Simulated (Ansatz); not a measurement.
# LaBr3 (model cell, started as ReO3 type): from the cell to its phonons

The cell of LaBr3 (model cell, started as ReO3 type) is at rest. What are its phonons?

Program: Ansatz 0.2.0. Level of theory: DFT r2SCAN, scalar-relativistic, plane waves, PAW. Results are calculated unless marked as measured.

The structure was built from a prototype and need not be the compound's stable phase.

## (1) Set-up

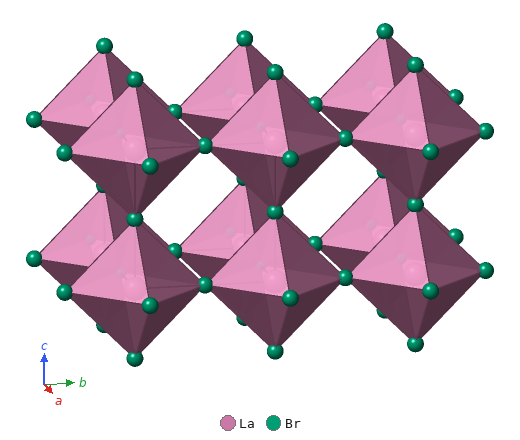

Start, viewed slightly off an axis; lanthanum pink, bromine teal. 1×2×1 cells are drawn. Some periodic images of atoms are drawn too.

Coordinates:

```cif
data_structure
_symmetry_space_group_name_H-M 'P 1'
_symmetry_Int_Tables_number 1
_cell_length_a 5.8714
_cell_length_b 5.8714
_cell_length_c 5.8714
_cell_angle_alpha 90.000
_cell_angle_beta 90.000
_cell_angle_gamma 90.000
_cell_volume 202.41
loop_
_atom_site_label
_atom_site_type_symbol
_atom_site_fract_x
_atom_site_fract_y
_atom_site_fract_z
_atom_site_occupancy
La1 La 0.00000 0.00000 0.00000 1
Br2 Br 0.50000 0.00000 0.00000 1
Br3 Br 0.00000 0.50000 0.00000 1
Br4 Br 0.00000 0.00000 0.50000 1
```

## (2) Modes at Γ

The cell comes from relaxations at this level that are not shown. The zone centre is the only wavevector solved here; it holds the modes that light can see, as far as symmetry allows. The response to a homogeneous field gives the Born charges and the dielectric tensor.

The input, input.yaml:

```yaml
crystal:
  lattice:
    - [5.8714229559, 0.0, 0.0]
    - [0.0, 5.8714229559, 0.0]
    - [0.0, 0.0, 5.8714229559]
  atoms:
    - { symbol: La, position: [0.0, 0.0, 0.0] }
    - { symbol: Br, position: [0.5, 0.0, 0.0] }
    - { symbol: Br, position: [0.0, 0.5, 0.0] }
    - { symbol: Br, position: [0.0, 0.0, 0.5] }
kpoints:
  mp_grid: { grid: [6, 6, 6] }
hamiltonian:
  xc: r2scan
scf:
  occupations: { method: fixed }
output:
  eigenvalues: true
phonons:
  method: dfpt
  dielectric: true
  rigid_motions: translations
```

Launch:

```sh
ansatz run input.yaml --threads 4 --pin off --max-ram 7168MiB --backend cpu --events-out ev --progress --plain --runs-dir out
```

Numbers of over 12 decimals in the logs are rounded to 6 here.

The program printed:

```text
Engine: ansatz 0.2.0, aarch64-unknown-linux-gnu
Pseudopotentials: kind: paw
Pseudopotential: La, paw, valence charge 11, recommended cutoff 500 eV (meta_gga), La.paw.azcp
Pseudopotential: Br, paw, valence charge 7, recommended cutoff 500 eV (meta_gga), Br.paw.azcp
Functional definition: r2SCAN
  parameter k0 = 0.174
  parameter k1 = 0.065
  parameter a1 = 4.9479
  exchange = r2scan_x(k0 = k0, k1 = k1, a1 = a1)
  correlation = r2scan_c
Crystal: 4 atoms, lattice volume = 202.409 Å³
Basis set: ecut = 500 eV, 5137 PW (Γ), exchange–correlation on 225×225×225 points (125 copies of the dense FFT grid, shifted against one another)
Bands: 20, of which v1, the nominal top of the filled ones, is band 16 counted from 1 (15 counted from 0)
Symmetry: 48 space group operations
k-points: 80 of 216 (irreducible under 2 space group operations, time reversal used)
Non-local potential: La, projectors of the file, l = 0: 3, l = 1: 2, l = 2: 2, l = 3: 3
Non-local potential: Br, projectors of the file, l = 0: 2, l = 1: 2, l = 2: 2
PAW form: soft (Blöchl's): semilocal exchange-correlation on the pseudo side does not see the compensation charge
PAW frozen core: La, regenerated for the run's functional (the file was generated under x = pbe(κ = 0.804, μ = 0.219515), c = pbe(β = 0.066725))
PAW frozen core: Br, regenerated for the run's functional (the file was generated under x = pbe(κ = 0.804, μ = 0.219515), c = pbe(β = 0.066725))
PAW one-centre angular grid: La, 974 points (default); XC on 160 Gauss nodes
PAW one-centre angular grid: Br, 302 points (default); XC on 160 Gauss nodes
Initial density: superposition of atomic densities (neutral atoms: chi_scale 0, normalization atom), corrected by the library's trained network
Initial wavefunctions: pseudopotential atomic-orbital guess
Functional: x = r2scan, c = r2scan; τ floored in thin density (d = 2e-4 eV/Å³)
SCF iter   1: F=—  HF=-14651.898939 eV  |F-HF|=—  |Δ(HF+E_count)|=         —  Δρ=5.23e-3  dr2=1.27e-1  dr2_τ=1.32e-2  ethr=1.77e-3  ⟨swp⟩=4.8  Hψ=6880  notcnv=0  defer=39
preconditioner: auto → Resta (q_TF=auto, 2.006 Å⁻¹)  ε∞=2.7  [insulator: Δε(μ)=4.296 eV  Ē_g=11.017 eV  n_scr=26 (ndim 8)  ℏωp=14.3 eV  f_vac=0.275  ε∞_Penn≈2.7  vacuum switching on, ρ_ref=8.8e-3 e/Å³]
SCF iter   2: F=—  HF=-14651.902546 eV  |F-HF|=—  |Δ(HF+E_count)|=   3.61e-3  Δρ=1.51e-3  dr2=9.87e-3  dr2_τ=1.22e-3  ethr=3.97e-4  ⟨swp⟩=3.0  Hψ=4061  notcnv=0  defer=37
SCF iter   3: F=—  HF=-14651.903348 eV  |F-HF|=—  |Δ(HF+E_count)|=   8.02e-4  Δρ=4.88e-4  dr2=7.39e-4  dr2_τ=2.77e-5  ethr=3.09e-5  ⟨swp⟩=3.9  Hψ=3476  notcnv=0  defer=148
SCF iter   4: F=—  HF=-14651.903998 eV  |F-HF|=—  |Δ(HF+E_count)|=   6.50e-4  Δρ=8.84e-5  dr2=4.74e-5  dr2_τ=1.06e-6  ethr=2.31e-6  ⟨swp⟩=2.2  Hψ=3188  notcnv=0  defer=83
SCF iter   5: F=—  HF=-14651.904030 eV  |F-HF|=—  |Δ(HF+E_count)|=   3.19e-5  Δρ=2.28e-5  dr2=1.25e-6  dr2_τ=6.25e-8  ethr=1.48e-7  ⟨swp⟩=2.0  Hψ=2850  notcnv=0  defer=83
SCF iter   6: F=—  HF=-14651.903998 eV  |F-HF|=—  |Δ(HF+E_count)|=   3.16e-5  Δρ=4.01e-6  dr2=3.32e-8  dr2_τ=1.59e-9  ethr=3.92e-9  ⟨swp⟩=2.0  Hψ=2880  notcnv=0  defer=14
SCF iter   7: F=—  HF=-14651.903998 eV  |F-HF|=—  |Δ(HF+E_count)|=   5.85e-8  Δρ=5.52e-7  dr2=8.62e-10  dr2_τ=7.53e-11  ethr=1.04e-10  ⟨swp⟩=2.0  Hψ=2880  notcnv=0  defer=14
SCF iter   8: F=-14651.903998 eV  HF=-14651.903998 eV  |F-HF|=2.00e-11  |Δ(HF+E_count)|=  7.73e-10  Δρ=1.26e-7  dr2=3.92e-11  dr2_τ=1.33e-12  ethr=1.00e-12  ⟨swp⟩=12.7  Hψ=12031  notcnv=0
SCF 1 converged in 8 iterations: F = -14651.903998 eV  dr2 = 3.92e-11
  greatest PAW one-centre occupation: 0.967 electrons in one spin orbital (limit 2), on the La atom at site 0 (counted from 0), in its partial waves of l = 0
DFPT response loops at Γ: preconditioner auto → none (the input reference at scf.mixing.eps_inf says where Resta's filter doesn't serve); β = 0.50; Broyden in place of MSR1
── the response to a field inside a basis, on 6×6×6 k-points: an SCF that follows is theirs, and a resumed run solves both again ──
Bands: 17, of which v1, the nominal top of the filled ones, is band 16 counted from 1 (15 counted from 0)
k-points: 10 of 216
Initial density: handed on by an earlier stage of this run
Initial wavefunctions: pseudopotential atomic-orbital guess (no wavefunctions were taken with the density)
Eigensolver: Dense (10 Hₖ)
SCF iter   1: F=—  HF=-14651.886694 eV  |F-HF|=—  |Δ(HF+E_count)|=         —  Δρ=8.46e-5  dr2=3.31e-6  dr2_τ=2.61e-6  ethr=1.00e-1
preconditioner: auto → Resta (q_TF=auto, 2.006 Å⁻¹)  ε∞=2.9  [insulator: Δε(μ)=4.036 eV  Ē_g=10.421 eV  n_scr=26 (ndim 8)  ℏωp=14.3 eV  f_vac=0.274  ε∞_Penn≈2.9]
SCF iter   2: F=—  HF=-14651.886705 eV  |F-HF|=—  |Δ(HF+E_count)|=   1.05e-5  Δρ=4.59e-5  dr2=1.07e-6  dr2_τ=7.99e-7  ethr=1.04e-8
SCF iter   3: F=-14651.886708 eV  HF=-14651.886708 eV  |F-HF|=1.87e-8  |Δ(HF+E_count)|=   3.50e-6  Δρ=2.34e-6  dr2=1.32e-8  dr2_τ=2.16e-9  ethr=3.35e-9
SCF 1 converged in 3 iterations: F = -14651.886708 eV  dr2 = 1.32e-8
DFPT response loops at Γ: mixed as the last ones told, above
SCF converged after 8 iterations
Free energy (F): -14651.903998 eV
Harris-Foulkes:  -14651.903998 eV  (|F-HF|=2.00e-11)
Internal energy: -14651.903998 eV  (E = F + TS)
E sigma→0 (E₀):  -14651.903998 eV
Fermi energy:    -0.552502 eV
--- Per-component energies (eV) ---
  E_band       = -274.615165
  E_kinetic    = 591.644491
  E_local      = -1838.921271  (includes V_loc(G=0)·N_el)
  E_nonlocal   = 305.028862
  E_hartree    = 620.783898
  E_xc         = -884.310529
  E_vxc        = -504.130578  (∫ρ·V_xc dr)
  E_paw        = -12248.932234  (= ΣΔE_a)
  E_vpaw       = -95.898816  (= ΣTr[D̂ρ^β])
  E_aug_tail   = -0.000000  (compensation charges beyond the density's cutoff)
  E_vtau       = 26.094486  (kinetic-family band-sum trace: ∫τ·v_τ [+ j·A + Jᵃ·Aᵃ] dr)
  E_ewald      = -1196.791146
  E_core_change = -0.406069  (= ΣΔE_core)
  E_smearing   = -0.000000  (= −TS)
  E_closure    = 0.000000  (closes the sum)
  Σ components = -14651.903998   (vs F -14651.903998, Δ=0.00e0)
--- Band table (eV; the first three rows and the last of 80) ---
  k-point 0: bands = [... 12 lower, -1.0937, -1.0788, -1.0788, -1.0788, 3.4810, 3.4810, 3.4810, 3.4970]
  k-point 1: bands = [... 12 lower, -1.1664, -1.0956, -1.0859, -1.0859, 3.4852, 3.4887, 3.4887, 3.4997]
  k-point 2: bands = [... 12 lower, -1.3320, -1.1285, -1.0841, -1.0841, 3.4893, 3.4924, 3.4924, 3.5095]
  k-point 79: bands = [... 12 lower, -2.1250, -0.5525, -0.5525, -0.5525, 3.4364, 3.4364, 3.4364, 3.4416]
--- Phonons (Γ-DFPT): 3 representative perturbations + reference, on 80 of 216 k-points (Σ response iterations 19) ---
  k mesh reduced under 2 symmetry operations, with k and −k counted as one. Each operation leaves every solved perturbation unchanged. A smaller set is not considered because the functional reads the kinetic-energy density
  ASR residual: 4.602e-5 → 0.000e0 eV/Å²; symmetrization residual: 2.611e-5 eV/Å²
  ASR residual per site (eV/Å²): 1.32e-5 4.60e-5 4.60e-5 4.60e-5
  Γ frequencies (cm⁻¹): 0.00 0.00 0.00 27.30 27.30 27.30 40.13 40.13 40.13 148.17 148.17 148.17
  ε∞ (high-frequency dielectric tensor):
        2.840057     0.000000     0.000000
        0.000000     2.840057     0.000000
        0.000000     0.000000     2.840057
  ε⁰ (static dielectric tensor: ions relaxed, cell fixed):
       10.323352     0.000000    -0.000000
        0.000000    10.323352     0.000000
       -0.000000     0.000000    10.323352
  ε⁰ − ε∞ (ionic part):
        7.483295     0.000000    -0.000000
        0.000000     7.483295     0.000000
       -0.000000     0.000000     7.483295
  softest optical mode at Γ: 27.30 cm⁻¹; the repairs (sum rule, projections) moved no ω² at Γ by more than (1.11 cm⁻¹)²
  Born effective charges Z* (e; rows j = field, columns β = displacement):
    site 0:
         4.44149   -0.00000   -0.00000
         0.00000    4.44149    0.00000
        -0.00000    0.00000    4.44149
    site 1:
        -3.46689   -0.00000   -0.00000
         0.00000   -0.48730    0.00000
        -0.00000    0.00000   -0.48730
    site 2:
        -0.48730   -0.00000   -0.00000
         0.00000   -3.46689    0.00000
         0.00000    0.00000   -0.48730
    site 3:
        -0.48730    0.00000    0.00000
        -0.00000   -0.48730    0.00000
        -0.00000    0.00000   -3.46689
  Z* charge neutrality: 3.230e-3 e pre-enforcement
  solved inside a basis spanned on kpoints, on 6×6×6 k-points, its susceptibility summed on 10×10×10: ε∞ is read to err by 9.1e-3, Z* by 1.9e-2 e (field_mesh: kpoints solves on kpoints); Z* is corrected for what the basis lacks
  optical modes at Γ without the LO–TO term, one row a degenerate level:
      ω (cm⁻¹)  modes    IR ((D/Å)²/amu)
         27.30      3             0.0000
         40.13      3             2.0682
        148.17      3            18.5835
  optical modes at Γ + LO–TO along q̂ = [1.0000, 0.0000, 0.0000]:
      ω (cm⁻¹)  modes    IR ((D/Å)²/amu)
         27.30      3             0.0000
         40.13      2             1.3788
         52.67      1             0.1381
        148.17      2            12.3890
        215.25      1             6.7458
  optical modes at Γ + LO–TO along q̂ = [0.0000, 1.0000, 0.0000]:
      ω (cm⁻¹)  modes    IR ((D/Å)²/amu)
         27.30      3             0.0000
         40.13      2             1.3788
         52.67      1             0.1381
        148.17      2            12.3890
        215.25      1             6.7458
  optical modes at Γ + LO–TO along q̂ = [0.0000, 0.0000, 1.0000]:
      ω (cm⁻¹)  modes    IR ((D/Å)²/amu)
         27.30      3             0.0000
         40.13      2             1.3788
         52.67      1             0.1381
        148.17      2            12.3890
        215.25      1             6.7458
```

Elapsed: 2.9 min, on 4 threads of Arm Neoverse V2, shared host; peak memory 4.3 GiB; 11 min of CPU time.

Numbers from this step:

```yaml
gap_on_the_k_mesh: 3.989 eV
volume_per_atom: 50.60 Å³
sum_rule_residual_before_enforcement: 4.60e-5 eV/Å²
miss_of_the_charge_sum_rule: 0.003230 e
estimated_error_of_the_dielectric_tensor: 0.009070
estimated_error_of_the_born_charges: 0.01888 e
point_group: m-3m
highest_optical_mode_at_the_zone_centre_no_lo_to_term: 148.2 cm⁻¹
lowest_optical_zone_centre_mode: 27.3 cm⁻¹
mean_high_frequency_dielectric_constant: 2.840
largest_born_charge_third_of_the_trace: 4.441 e
mean_static_dielectric_constant: 10.32
top_of_the_zone_centre_spectrum_with_the_field: 215.2 cm⁻¹
```

Without the LO-TO term. Patterns of degenerate modes are one choice out of their space. The modes at Γ (shares of kinetic energy by element, %):

```csv
mode,frequency (cm⁻¹),symmetry,La %,Br %
1,0.0,acoustic,37,63
2,0.0,acoustic,37,63
3,0.0,acoustic,37,63
4,27.3,T2u,0,100
5,27.3,T2u,0,100
6,27.3,T2u,0,100
7,40.1,T1u,35,65
8,40.1,T1u,35,65
9,40.1,T1u,35,65
10,148.2,T1u,28,72
11,148.2,T1u,28,72
12,148.2,T1u,28,72
```

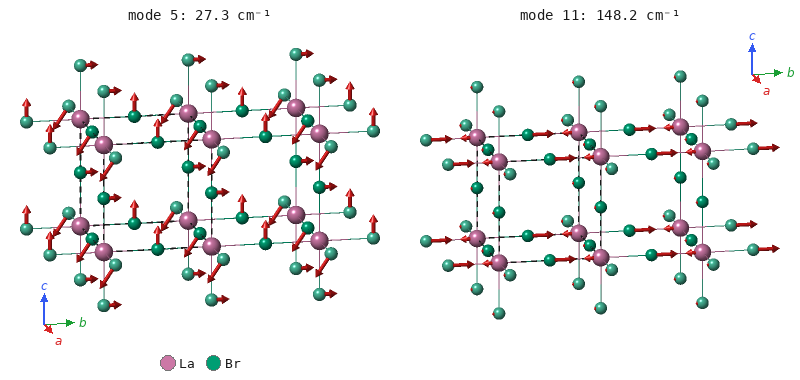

Displacement patterns of modes 5 and 11 at Γ; arrows are exaggerated. 1×2×1 cells are drawn. Some periodic images of atoms are drawn too.

Optical modes at the zone centre, without and with the macroscopic field of the longitudinal modes; each column is sorted by frequency, so a row need not hold one and the same mode. Modes with and without the field, by row:

```csv
rank among optical modes,no field (cm⁻¹),"q along (1, 0, 0) (cm⁻¹)"
1,27.3,27.3
2,27.3,27.3
3,27.3,27.3
4,40.1,40.1
5,40.1,40.1
6,40.1,52.7
7,148.2,148.2
8,148.2,148.2
9,148.2,215.2
```

Born charge (rows field, columns displacement) (e), principal values of the symmetric part by kind of site:

```csv
atom,atoms with these values,low,middle,high,mean
La1,1,4.44,4.44,4.44,4.44
Br2,3,-3.47,-0.49,-0.49,-1.48
```

In full for Br2:

```
-3.47  0.00  0.00
 0.00 -0.49  0.00
 0.00  0.00 -0.49
```

High-frequency dielectric tensor:

```
2.84 0.00 0.00
0.00 2.84 0.00
0.00 0.00 2.84
```

Static dielectric tensor (ions relaxed, fixed cell):

```
10.32  0.00  0.00
 0.00 10.32  0.00
 0.00  0.00 10.32
```

Transverse modes. Infrared lines, with heights relative to the strongest:

```csv
position (cm⁻¹),label,relative intensity
27,T2u,0.0
40,T1u,11
148,T1u,100
```

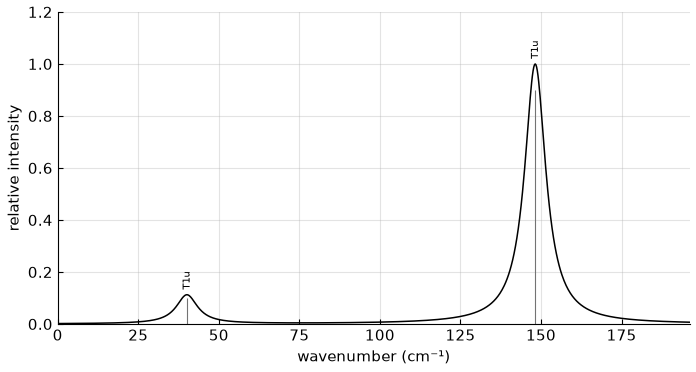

The infrared spectrum, broadened with Lorentzians of width 8 cm⁻¹; bars mark the lines.

Before it was imposed, the acoustic sum rule was missed by 4.6e-5 eV/Å² and the charge sum rule by 0.0032 e. Small misses are needed for a sound result but don't prove that mesh and cutoff are converged. The lowest optical mode is real, 27.3 cm⁻¹.

## (3) Another isotope

An isotope changes the mass and not the force constants, so no new electronic calculation is needed; the shifts show which modes move this element.

The same force constants with the mass of Br changed from 79.904 to 80.916 u (phonopy, no LO-TO term). Both lists are sorted by frequency; levels can cross, so a row need not hold one and the same mode. Modes under 3 cm⁻¹ are left out. Isotope shifts, by row:

```csv
q,rank,natural mass (cm⁻¹),changed mass (cm⁻¹)
0 0 0,4,27.3,27.12
0 0 0,5,27.3,27.12
0 0 0,6,27.3,27.12
0 0 0,7,40.13,39.97
0 0 0,8,40.13,39.97
0 0 0,9,40.13,39.97
0 0 0,10,148.2,147.5
0 0 0,11,148.2,147.5
0 0 0,12,148.2,147.5
```

A mode of this element alone would shift by -0.63 %. The highest zone-centre frequency without the field goes from 148.2 to 147.5 cm⁻¹ (-0.4 %). The product of the frequency ratios over all optical modes at Γ is 0.956; the product rule, (m/m′)^(3k/2) (M′/M)^(3/2) with k = 3 such atoms and M the mass of the cell, gives 0.956.

## (4) Summary of results

```
space group (within 0.01 Å)                             : Pm-3m
volume per atom                                         : 50.6 Å³
gap on the k-mesh                                       : 3.99 eV
highest optical mode at the zone centre (no LO-TO term) : 148 cm⁻¹
top of the zone-centre spectrum with the field          : 215 cm⁻¹
lowest optical zone-centre mode                         : 27.3 cm⁻¹
mean high-frequency dielectric constant                 : 2.84
mean static dielectric constant                         : 10.3
largest Born charge (third of the trace)                : 4.44 e
imaginary modes at Γ (the only wavevector solved)       : none
```

The structure is stable against zone-centre distortions, since no mode there is imaginary; runs at other wavevectors are not part of this account. Without the field, the optical modes at Γ span 27 to 148 cm⁻¹. The dispersion is not part of this account. The highest mode in this list at Γ, 148.2 cm⁻¹, is mostly motion of Br (72 % of the kinetic energy). With the macroscopic field of the longitudinal modes the top of the zone-centre spectrum lies at 215 cm⁻¹, against 148 cm⁻¹ without it. Lattice motion raises the mean dielectric constant from 2.840 to 10.32. The strongest infrared line is at 148 cm⁻¹. Spin-orbit coupling is left out, which can matter for the heavy elements here. The starting cell was built on a prototype and not taken from a measurement, so the phase need not exist. These are harmonic frequencies at zero temperature: anharmonic shifts, linewidths and thermal expansion are left out.

[Logs are printed without paths, hosts, clocks, repeated set-up lines and the standing remarks that a program may print on its own settings, such as how far it seeks lower states.]

[Hosts, paths, dates, database ids (printed as entryN), source tags and the programs' standing remarks are cut or masked in the printed files.]
